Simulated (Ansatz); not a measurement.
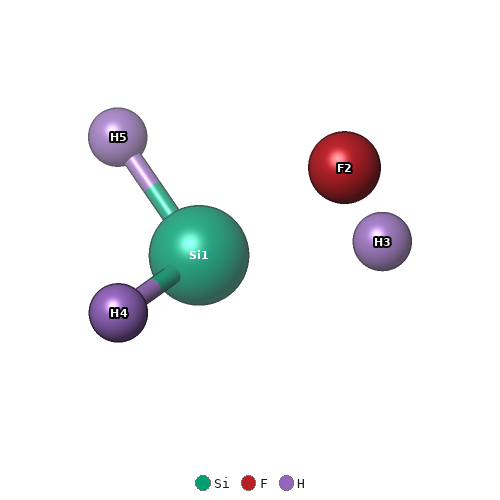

The system is the reacting system FH3Si (fragments FH₃Si where the first distance is long, H₂Si + FH where the second is long); the picture shows the reference structure. The first coordinate is: distance F2–H3 (bond that forms); the second: distance Si1–F2 (bond that breaks). Relaxed at each point: all other coordinates. Grid: 10 × 10 points. Points are written as (first, second). All energies are given in kcal/mol relative to a guessed transition structure relaxed with its forming and breaking bonds held. Energies and slopes of some neighbouring points disagree (a jump in structure or state, or too coarse a mesh). The reference is spin-restricted, so regions where a bond is pulled apart into radicals lie too high. These are results of RKS wB97X-V/def2-SVP (Ansatz 0.2.0), not measurements.

Its coordinates:

```xyz
5

Si   -0.5390   -0.1856    0.2081
F     1.2582   -0.0040   -0.6616
H     0.7287   -1.0861   -0.8191
H    -0.2137    0.2466    1.6091
H    -1.2343    1.0291   -0.3365
```

Range: distance F2–H3 (bond that forms) from 0.819 to 2.319 Å; distance Si1–F2 (bond that breaks) from 1.539 to 3.039 Å.

Q: What landscape does the calculation give?

A: The lowest grid point is at (2.319 Å, 1.635 Å), −89 kcal/mol from a guessed transition structure relaxed with its forming and breaking bonds held. It lies at the edge of the scanned range, so the true minimum may lie outside. Other grid points that lie below all their neighbours: (0.915 Å, 2.258 Å) (75 kcal/mol higher). The highest grid point, (2.114 Å, 3.039 Å), lies 140 kcal/mol above the lowest.

| second ↓, first → | 0.819 | 0.915 | 1.048 | 1.199 | 1.363 | 1.538 | 1.723 | 1.915 | 2.114 | 2.319 |
| --- | --- | --- | --- | --- | --- | --- | --- | --- | --- | --- |
| 3.039 | 2 | −9 | −1 | 14 | 29 | 41 | 47 | 50 | 50 | 49 |
| 2.834 | 0 | −10 | −3 | 12 | 25 | 34 | 38 | 39 | 37 | 35 |
| 2.635 | −2 | −12 | −5 | 8 | 19 | 25 | 27 | 25 | 22 | 18 |
| 2.443 | −3 | −13 | −7 | 5 | 13 | 15 | 13 | 9 | 4 | −1 |
| 2.258 | −4 | −14 | −8 | 1 | 5 | 3 | −2 | −9 | −16 | −21 |
| 2.083 | −3 | −14 | −8 | −3 | −4 | −10 | −19 | −28 | −37 | −43 |
| 1.919 | 1 | −10 | −6 | −5 | −12 | −24 | −36 | −48 | −57 | −65 |
| 1.768 | 10 | −1 | 1 | −4 | −17 | −34 | −50 | −63 | −74 | −81 |
| 1.635 | 27 | 15 | 14 | 3 | −16 | −37 | −56 | −71 | −82 | −89 |
| 1.539 | 49 | 36 | 32 | 15 | −8 | −33 | −53 | −69 | −81 | −87 |

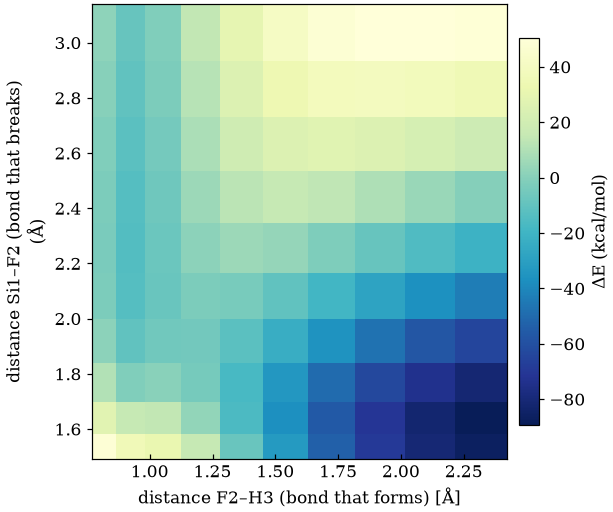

In the figure: one coloured cell a grid point.

Each point was launched as `ansatz run input.yaml --threads 1 --pin off --max-ram 2560MiB --backend cpu --events-out ev --progress --plain --runs-dir out`. Time for the 100 points that were run: 23 min on 1 thread of Arm Neoverse N1, on a shared host.
